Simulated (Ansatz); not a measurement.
# HBr with SiH3Cl: superposition error and deformation, part 1 of 3

Aim: split the binding of a pair into the counterpoise interaction, the basis-set superposition error and the cost of deforming the fragments.

Method: PBE0-D4 structures, single points in def2-TZVPPD; program: Ansatz 0.2.0, Gaussian basis.

Levels: PBE-D4, revPBE-D4, BLYP-D4, r2SCAN-D4, B97M-V, PBE0-D4, B3LYP-D4, HSE06-D4, wB97X-V, wB97M-V, B2PLYP, Hartree-Fock, MP2, CCSD, CCSD(T).

Cores are frozen in the correlated methods. Filled d shells of the heavier atoms are correlated. B3LYP uses VWN-RPA correlation. B2PLYP carries no dispersion term here.

129 further runs of the same task are left out: 129 set aside as unsound or not needed. Runs told in other sessions of the task aren't counted.

### Step 1. Starting geometry

The relaxed pair: 7 atoms, charge 0, spin multiplicity 1.

Atoms are counted from 1 here; the program's logs count them from 0.

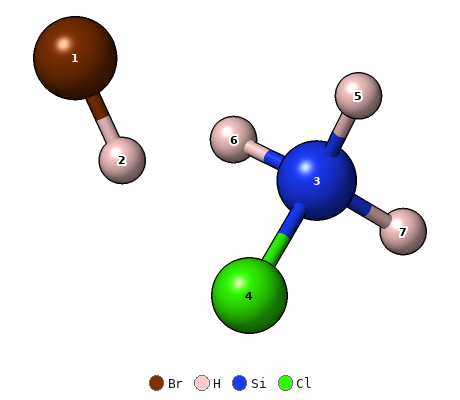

Start geometry, drawn with bromine brown, hydrogen pink, silicon blue, chlorine green; atoms are numbered from 1 in the order of the file.

Geometry (Å):

```
Br    0.49770    0.39791   -2.97449
H    -0.51983   -0.10044   -2.10659
Si    0.12181   -0.01186    1.08115
Cl   -1.56635   -0.69371    0.10184
H     0.30039    1.41686    0.74404
H     1.27348   -0.81784    0.62196
H    -0.10710   -0.19092    2.53210
```

Atoms 1 to 2 are fragment A (HBr), the rest fragment B (SiH3Cl). From earlier runs, pair energy (eV) and counterpoise interaction (kJ/mol):

```tsv
method	E(pair)	interaction
PBE-D4	-90493.82899	-11.96
revPBE-D4	-90504.09453	-9.91
BLYP-D4	-90514.30904	-10.26
r2SCAN-D4	-90511.72159	-9.98
B97M-V	-90495.90022	-9.14
PBE0-D4	-90498.16915	-10.94
B3LYP-D4	-90515.92060	-10.43
HSE06-D4	-90497.87735	-10.95
wB97X-V	-90504.24534	-9.10
wB97M-V	-90508.24718	-9.12
B2PLYP	-90496.42407	-4.80
Hartree-Fock	-90430.24052	3.10
MP2	-90447.04516	-9.19
CCSD(T)	-90448.92833	-7.05
```

First each fragment is run alone in its own basis, frozen in the shape it has in the pair (a, b).

### Step 2. PBE-D4/def2-TZVPPD

Contents of a/in.yaml:

```yaml
crystal:
  periodic: [false, false, false]
  atoms:
    - {symbol: Br, position_ang: [0.497697, 0.397911, -2.974488]}
    - {symbol: H, position_ang: [-0.519829, -0.100438, -2.106588]}
basis:
  gaussian: {orbitals: "def2-TZVPPD.json"}
hamiltonian: {xc: pbe, dispersion: d4}
```

Contents of b/in.yaml:

```yaml
crystal:
  periodic: [false, false, false]
  atoms:
    - {symbol: Si, position_ang: [0.121813, -0.011857, 1.081147]}
    - {symbol: Cl, position_ang: [-1.566347, -0.693715, 0.101838]}
    - {symbol: H, position_ang: [0.300388, 1.416857, 0.744035]}
    - {symbol: H, position_ang: [1.273483, -0.817842, 0.621955]}
    - {symbol: H, position_ang: [-0.107104, -0.190916, 2.532103]}
basis:
  gaussian: {orbitals: "def2-TZVPPD.json"}
hamiltonian: {xc: pbe, dispersion: d4}
```

The basis file named in the input lies beside it (Basis Set Exchange, JSON).

Each run has its own folder and the same command.

Launch:

```sh
$ ansatz run in.yaml --threads 4 --pin off --events-out ev --progress --plain --max-ram 9574MiB
```

Log of a:

```text
Functional definition: PBE
  name "PBE"
  cite "Perdew, Burke & Ernzerhof, Phys. Rev. Lett. 77, 3865 (1996) doi:10.1103/PhysRevLett.77.3865"
  parent pbe
  parameter kappa = 0.804
  parameter beta = 0.06672455060314922
  exchange = pbe_x(kappa = kappa, mu = beta*pi^2/3)
  correlation = pbe_c(beta = beta)
479 factors; their error is unknown
mean field evaluation 1: about -70051.9756 eV, gradient 1.0e1 eV
mean field evaluation 2: about -70052.0569 eV, gradient 6.5e0 eV
mean field evaluation 4: about -70052.1694 eV, gradient 2.0e-1 eV
mean field evaluation 8: about -70052.1640 eV, gradient 1.7e-1 eV
mean field -70052.16399985 eV, -2574.3695439322 hartree, gradient 2.9e-5 eV, S^2 0.000000; 0 other end points of the search recorded, 0 dependent functions left out
reference -70052.16404330 eV, -2574.3695455290 hartree; 18, 18 occupied and 56, 56 virtual orbitals, 479 factors
Total energy: -70052.17083095 eV, -2574.3697949707 hartree
```

Output in b, shortened:

```text
[... 4 set-up lines as earlier in the session ...]
[...]
806 factors; their error is unknown
[...]
mean field -20441.45342156 eV, -751.2095575276 hartree, gradient 3.3e-5 eV, S^2 0.000000; 0 other end points of the search recorded, 0 dependent functions left out
reference -20441.45347192 eV, -751.2095593781 hartree; 17, 17 occupied and 133, 133 virtual orbitals, 806 factors
Total energy: -20441.52838399 eV, -751.2123123460 hartree
```

Wall times: 0.25 s (a), 0.55 s (b) on 4 threads of Arm Neoverse V2, shared host.

### Step 3. r2SCAN-D4/def2-TZVPPD

The same edit goes into each in.yaml of step 2 (a, b):

```diff
-hamiltonian: {xc: pbe, dispersion: d4}
+hamiltonian: {xc: r2scan, dispersion: d4}
```

One command serves all of them, each in its own folder.

Launch:

```sh
$ ansatz run in.yaml --threads 4 --pin off --events-out ev --progress --plain --max-ram 9574MiB
```

Log of a, shortened:

```text
Functional definition: r2SCAN
  name "r2SCAN"
  cite "Furness, Kaplan, Ning, Perdew & Sun, J. Phys. Chem. Lett. 11, 8208 (2020) doi:10.1021/acs.jpclett.0c02405"
  cite "Furness, Kaplan, Ning, Perdew & Sun, J. Phys. Chem. Lett. 11, 9248 (2020) doi:10.1021/acs.jpclett.0c03077"
  parent r2scan
[...]
479 factors; their error is unknown
[...]
mean field -70062.30029986 eV, -2574.7420460871 hartree, gradient 1.5e-5 eV, S^2 0.000000; 0 other end points of the search recorded, 0 dependent functions left out
reference -70062.30031134 eV, -2574.7420465089 hartree; 18, 18 occupied and 56, 56 virtual orbitals, 479 factors
Total energy: -70062.30177106 eV, -2574.7421001528 hartree
```

Output in b, shortened:

```text
[... 5 set-up lines as earlier in the session ...]
[...]
806 factors; their error is unknown
[...]
mean field -20449.29473138 eV, -751.4977203485 hartree, gradient 1.4e-5 eV, S^2 0.000000; 0 other end points of the search recorded, 0 dependent functions left out
reference -20449.29474883 eV, -751.4977209897 hartree; 17, 17 occupied and 133, 133 virtual orbitals, 806 factors
Total energy: -20449.31102420 eV, -751.4983190985 hartree
```

Times: 0.55 s (a), 1.2 s (b) on 4 threads of Arm Neoverse V2, shared host.

### Step 4. PBE0-D4/def2-TZVPPD

Each input of step 3 (a, b) changes in the same lines:

```diff
-hamiltonian: {xc: r2scan, dispersion: d4}
+hamiltonian: {xc: pbe0, dispersion: d4}
+output: {orbitals: {seedname: orbitals}}
```

One command serves all of them, each in its own folder.

Launch:

```sh
$ ansatz run in.yaml --threads 4 --pin off --events-out ev --progress --plain --max-ram 9574MiB
```

a printed, shortened:

```text
Functional definition: PBE0
  name "PBE0"
  cite "Adamo & Barone, J. Chem. Phys. 110, 6158 (1999) doi:10.1063/1.478522"
[... 2 set-up lines as earlier in the session ...]
[...]
531 factors; their error is unknown
[...]
mean field -70054.61543214 eV, -2574.4596324071 hartree, gradient 7.1e-5 eV, S^2 0.000000; 0 other end points of the search recorded, 0 dependent functions left out
reference -70054.61546084 eV, -2574.4596334621 hartree; 18, 18 occupied and 56, 56 virtual orbitals, 531 factors
Total energy: -70054.62098237 eV, -2574.4598363747 hartree
```

b printed, shortened:

```text
[... 5 set-up lines as earlier in the session ...]
[...]
833 factors; their error is unknown
[...]
mean field -20443.36684617 eV, -751.2798745848 hartree, gradient 4.2e-5 eV, S^2 0.000000; 0 other end points of the search recorded, 0 dependent functions left out
reference -20443.36688440 eV, -751.2798759899 hartree; 17, 17 occupied and 133, 133 virtual orbitals, 833 factors
Total energy: -20443.42916567 eV, -751.2821647845 hartree
```

They took 0.3 s (a), 0.8 s (b) on 4 threads of Arm Neoverse V2, shared host.

### Step 5. B3LYP-D4/def2-TZVPPD

The same edit goes into each in.yaml of step 4 (a, b):

```diff
-hamiltonian: {xc: pbe0, dispersion: d4}
-output: {orbitals: {seedname: orbitals}}
+hamiltonian: {xc: {name: B3LYP}, dispersion: d4}
```

The same command starts each run, in its folder.

Launch:

```sh
$ ansatz run in.yaml --threads 4 --pin off --events-out ev --progress --plain --max-ram 9574MiB
```

a printed, shortened:

```text
Functional definition: B3LYP
  name "B3LYP"
  cite "Stephens, Devlin, Chabalowski & Frisch, J. Phys. Chem. 98, 11623 (1994) doi:10.1021/j100096a001"
  cite "Becke, Phys. Rev. A 38, 3098 (1988) doi:10.1103/PhysRevA.38.3098"
  cite "Lee, Yang & Parr, Phys. Rev. B 37, 785 (1988) doi:10.1103/PhysRevB.37.785"
  cite "Vosko, Wilk & Nusair, Can. J. Phys. 58, 1200 (1980) doi:10.1139/p80-159"
[...]
515 factors; their error is unknown
[...]
mean field -70063.61978477 eV, -2574.7905362630 hartree, gradient 5.6e-6 eV, S^2 0.000000; 0 other end points of the search recorded, 0 dependent functions left out
reference -70063.61997350 eV, -2574.7905431989 hartree; 18, 18 occupied and 56, 56 virtual orbitals, 515 factors
Total energy: -70063.63111125 eV, -2574.7909525036 hartree
```

Output in b, shortened:

```text
[... 6 set-up lines as earlier in the session ...]
[...]
826 factors; their error is unknown
[...]
mean field -20452.05266092 eV, -751.5990723897 hartree, gradient 4.1e-5 eV, S^2 0.000000; 0 other end points of the search recorded, 0 dependent functions left out
reference -20452.05291225 eV, -751.5990816260 hartree; 17, 17 occupied and 133, 133 virtual orbitals, 826 factors
Total energy: -20452.17592892 eV, -751.6036024051 hartree
```

Wall times: 0.3 s (a), 0.85 s (b) on 4 threads of Arm Neoverse V2, shared host.

### Step 6. wB97X-V/def2-TZVPPD

Each input of step 5 (a, b) changes in the same lines:

```diff
-hamiltonian: {xc: {name: B3LYP}, dispersion: d4}
+hamiltonian: {xc: {name: wB97X-V}}
```

The same command starts each run, in its folder.

Launch:

```sh
$ ansatz run in.yaml --threads 4 --pin off --events-out ev --progress --plain --max-ram 9574MiB
```

Output in a, shortened:

```text
Functional definition: wB97X-V
  name "wB97X-V"
  cite "Mardirossian & Head-Gordon, Phys. Chem. Chem. Phys. 16, 9904 (2014) doi:10.1039/C3CP54374A"
  cite "Becke, J. Chem. Phys. 107, 8554 (1997) doi:10.1063/1.475007"
  cite "Vydrov & Van Voorhis, J. Chem. Phys. 133, 244103 (2010) doi:10.1063/1.3521275"
[...]
      + integral(e_c_pw_opposite_spin*poly(b97_u_opposite, cos0, cos1)) + vv10(b, c)
515 factors; their error is unknown
102 factors; integrals over basis functions are off by at most 6.0e-5 eV
[...]
mean field -70056.31718625 eV, -2574.5221707174 hartree, gradient 1.7e-5 eV, S^2 0.000000; 0 other end points of the search recorded, 0 dependent functions left out
reference -70056.31718445 eV, -2574.5221706513 hartree; 18, 18 occupied and 56, 56 virtual orbitals, 515 factors
Total energy: -70056.31718445 eV, -2574.5221706513 hartree
```

Output in b, shortened:

```text
[... 5 set-up lines as earlier in the session ...]
[...]
      + integral(e_c_pw_opposite_spin*poly(b97_u_opposite, cos0, cos1)) + vv10(b, c)
819 factors; their error is unknown
203 factors; integrals over basis functions are off by at most 3.5e-5 eV
[...]
mean field -20447.82855408 eV, -751.4438393265 hartree, gradient 3.2e-5 eV, S^2 0.000000; 0 other end points of the search recorded, 0 dependent functions left out
reference -20447.82855163 eV, -751.4438392363 hartree; 17, 17 occupied and 133, 133 virtual orbitals, 819 factors
Total energy: -20447.82855163 eV, -751.4438392363 hartree
```

They took 0.6 s (a), 2 s (b) on 4 threads of Arm Neoverse V2, shared host.

### Step 7. wB97M-V/def2-TZVPPD

The same edit goes into each in.yaml of step 6 (a, b):

```diff
-hamiltonian: {xc: {name: wB97X-V}}
+hamiltonian: {xc: {name: wB97M-V}}
```

One command serves all of them, each in its own folder.

Launch:

```sh
$ ansatz run in.yaml --threads 4 --pin off --events-out ev --progress --plain --max-ram 9574MiB
```

a printed, shortened:

```text
Functional definition: wB97M-V
  name "wB97M-V"
  cite "Mardirossian & Head-Gordon, J. Chem. Phys. 144, 214110 (2016) doi:10.1063/1.4952647"
[... 2 set-up lines as earlier in the session ...]
  # Of w^i u^j: cxij and so on, Table III.
[...]
  gx(w, u) = 1 - cx + cx01*u + cx10*w
[...]
      + integral(e_c_pw_mod_opposite_spin*gos(b97_w_opposite, b97_u_opposite)) + vv10(b, c)
508 factors; their error is unknown
102 factors; integrals over basis functions are off by at most 6.0e-5 eV
[...]
mean field -70058.69930118 eV, -2574.6097118262 hartree, gradient 1.6e-5 eV, S^2 0.000000; 0 other end points of the search recorded, 0 dependent functions left out
reference -70058.69935090 eV, -2574.6097136536 hartree; 18, 18 occupied and 56, 56 virtual orbitals, 508 factors
Total energy: -70058.69935090 eV, -2574.6097136536 hartree
```

Output in b, shortened:

```text
[... 5 set-up lines as earlier in the session ...]
  # Of w^i u^j: cxij and so on, Table III.
[...]
  gx(w, u) = 1 - cx + cx01*u + cx10*w
[...]
      + integral(e_c_pw_mod_opposite_spin*gos(b97_w_opposite, b97_u_opposite)) + vv10(b, c)
814 factors; their error is unknown
203 factors; integrals over basis functions are off by at most 3.5e-5 eV
[...]
mean field -20449.44828578 eV, -751.5033633686 hartree, gradient 8.5e-6 eV, S^2 0.000000; 0 other end points of the search recorded, 0 dependent functions left out
reference -20449.44834857 eV, -751.5033656762 hartree; 17, 17 occupied and 133, 133 virtual orbitals, 814 factors
Total energy: -20449.44834857 eV, -751.5033656762 hartree
```

Times: 0.7 s (a), 2.2 s (b) on 4 threads of Arm Neoverse V2, shared host.

### Step 8. B2PLYP/def2-TZVPPD

The same edit goes into each in.yaml of step 7 (a, b):

```diff
-hamiltonian: {xc: {name: wB97M-V}}
+hamiltonian: {xc: {name: B2PLYP}}
```

The same command starts each run, in its folder.

Launch:

```sh
$ ansatz run in.yaml --threads 4 --pin off --events-out ev --progress --plain --max-ram 9574MiB
```

a printed, shortened:

```text
Functional definition: B2PLYP
  name "B2PLYP"
  cite "Grimme, J. Chem. Phys. 124, 034108 (2006) doi:10.1063/1.2148954"
[... 2 set-up lines as earlier in the session ...]
[...]
448 factors; integrals over basis functions are off by at most 1.6e-3 eV
[...]
mean field -70049.80195866 eV, -2574.2827405194 hartree, gradient 2.0e-6 eV, S^2 0.000000; 0 other end points of the search recorded, 0 dependent functions left out
9 core orbitals not correlated: weight in the atoms' cores, before any rotation towards them, 1.000 or more for the frozen orbitals, at most 0.000 for the correlated occupied ones
reference -70049.80207403 eV, -2574.2827447592 hartree; 9, 9 occupied and 56, 56 virtual orbitals, 448 factors
second order -9.29944602 eV of doubles, -0.00000000 eV of singles
Total energy: -70052.31292445 eV, -2574.3750168104 hartree
```

b printed, shortened:

```text
[... 5 set-up lines as earlier in the session ...]
[...]
841 factors; integrals over basis functions are off by at most 7.6e-4 eV
[...]
mean field -20441.16002696 eV, -751.1987754748 hartree, gradient 2.4e-6 eV, S^2 0.000000; 0 other end points of the search recorded, 0 dependent functions left out
10 core orbitals not correlated: weight in the atoms' cores, before any rotation towards them, 1.000 or more for the frozen orbitals, at most 0.000 for the correlated occupied ones
reference -20441.16018662 eV, -751.1987813423 hartree; 7, 7 occupied and 133, 133 virtual orbitals, 841 factors
second order -10.69471737 eV of doubles, -0.00000000 eV of singles
Total energy: -20444.04776031 eV, -751.3048977181 hartree
```

Times: 0.45 s (a), 1.2 s (b) on 4 threads of Arm Neoverse V2, shared host.

### Step 9. BLYP-D4/def2-TZVPPD

The same edit goes into each in.yaml of step 8 (a, b):

```diff
-hamiltonian: {xc: {name: B2PLYP}}
+hamiltonian: {xc: {name: BLYP}, dispersion: d4}
```

The same command starts each run, in its folder.

Launch:

```sh
$ ansatz run in.yaml --threads 4 --pin off --events-out ev --progress --plain --max-ram 9574MiB
```

Output in a, shortened:

```text
Functional definition: BLYP
  name "BLYP"
[... 2 set-up lines as earlier in the session ...]
[...]
479 factors; their error is unknown
[...]
mean field -70063.42604805 eV, -2574.7834165698 hartree, gradient 2.0e-5 eV, S^2 0.000000; 0 other end points of the search recorded, 0 dependent functions left out
reference -70063.42630781 eV, -2574.7834261161 hartree; 18, 18 occupied and 56, 56 virtual orbitals, 479 factors
Total energy: -70063.44228574 eV, -2574.7840132941 hartree
```

b printed, shortened:

```text
[... 4 set-up lines as earlier in the session ...]
[...]
806 factors; their error is unknown
[...]
mean field -20450.58654404 eV, -751.5451935880 hartree, gradient 6.7e-5 eV, S^2 0.000000; 0 other end points of the search recorded, 0 dependent functions left out
reference -20450.58687340 eV, -751.5452056916 hartree; 17, 17 occupied and 133, 133 virtual orbitals, 806 factors
Total energy: -20450.75469947 eV, -751.5513731860 hartree
```

They took 0.3 s (a), 0.65 s (b) on 4 threads of Arm Neoverse V2, shared host.

(Continued in part 2 of 3.)
